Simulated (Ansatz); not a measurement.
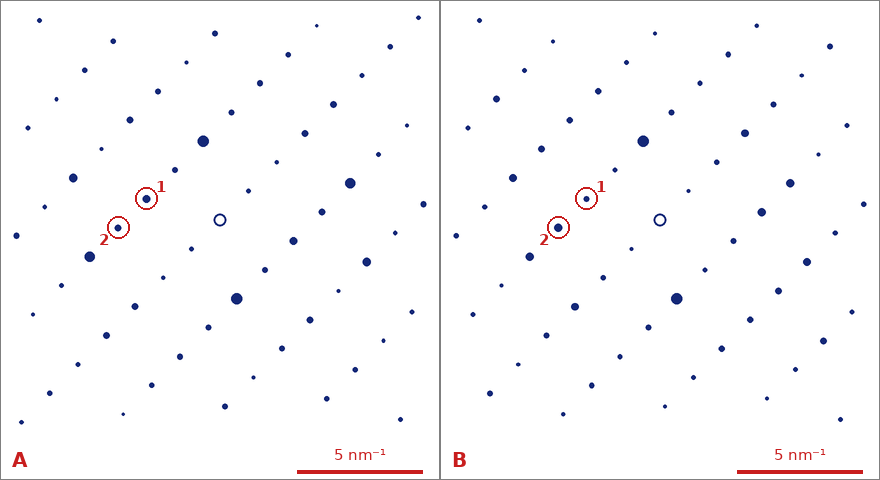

Kinematic electron diffraction patterns (200 kV, B = 0.5 Å², same scale) along [101] of the run's own cell, for the start and the end of one relaxation of Si11Au3 with DFT, PAW plane waves, pbe in Ansatz. k mesh 3×3×4. The start is a generated model structure, and the relaxation ends in the nearest stationary point of its symmetry, not necessarily the ground state. Spot 1 is -1 -1 1 and spot 2 is -1 -2 1 in both.

Start structure:

```yaml
crystal:
  lattice:
    - [6.35149, 3.69148, 0.00000]
    - [6.35149, -3.69148, 0.00000]
    - [3.11677, 0.00000, -5.66002]
  atoms:
    - { symbol: Si, position: [0.73360, 0.22780, 0.53040] }
    - { symbol: Si, position: [0.22780, 0.73360, 0.53040] }
    - { symbol: Si, position: [0.39060, 0.94460, 0.27180] }
    - { symbol: Si, position: [0.94460, 0.39060, 0.27180] }
    - { symbol: Au, position: [0.70960, 0.70960, 0.02270] }
    - { symbol: Si, position: [0.18880, 0.18880, 0.04520] }
    - { symbol: Si, position: [0.64600, 0.19260, 0.26730] }
    - { symbol: Si, position: [0.19260, 0.64600, 0.26730] }
    - { symbol: Au, position: [0.41080, 0.41080, 0.80440] }
    - { symbol: Au, position: [0.00000, 0.00000, 0.00000] }
    - { symbol: Si, position: [0.38670, 0.08590, 0.50740] }
    - { symbol: Si, position: [0.08590, 0.38670, 0.50740] }
    - { symbol: Si, position: [0.50850, 0.50850, 0.05100] }
    - { symbol: Si, position: [0.91850, 0.91850, 0.72330] }
```

Which pattern belongs to the start structure, and which to the relaxed one?

A is the start: its cell gives d(1) = 3.259 Å, d(2) = 2.438 Å and an angle of 20.4°. The spot positions hardly differ, so the intensities decide: those computed from the start structure match A, and B is the relaxed structure.

Name reflections whose intensity changes strongly on relaxation.

2 1 -2 goes from 0.45 to 12 % of the strongest spot; 1 1 -1 goes from 23 to 6.4 % of the strongest spot; 0 4 0 goes from 14 to 4.5 % of the strongest spot.

What did the relaxation do to the structure and the energy?

The cell was held fixed; with the mean shift removed, the atoms moved by up to 1.19 Å relative to the cell (Si most); the space group stayed Cm (No. 8); the free energy fell by 390 meV an atom.
